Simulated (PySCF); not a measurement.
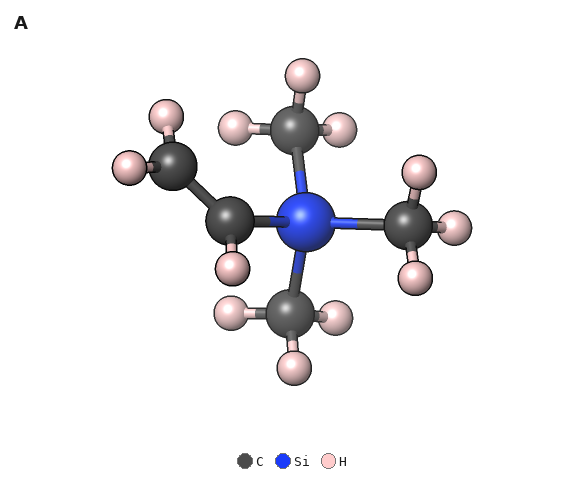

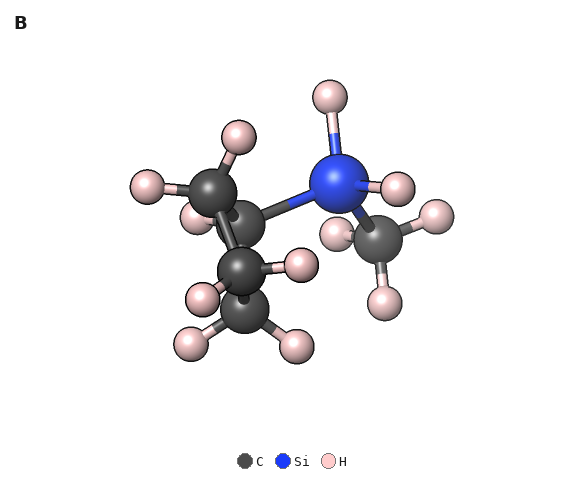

2 stationary structures of one formula. Geometries: PBE0-D3(BJ)/def2-SVP. Electronic energies: PBE0-D3(BJ)/def2-SVP (PySCF 2.14.0), without zero-point energy. No frequency run is at hand to confirm each as a minimum. Each is one conformer, not always the lowest.

> How are they related?

They are constitutional isomers of C5H12Si: A `C=C[Si](C)(C)C`, B `C[SiH2]C1CCC1`.

> Rank them by energy, lowest first.

A is lowest; B lies 0.715 eV above it.
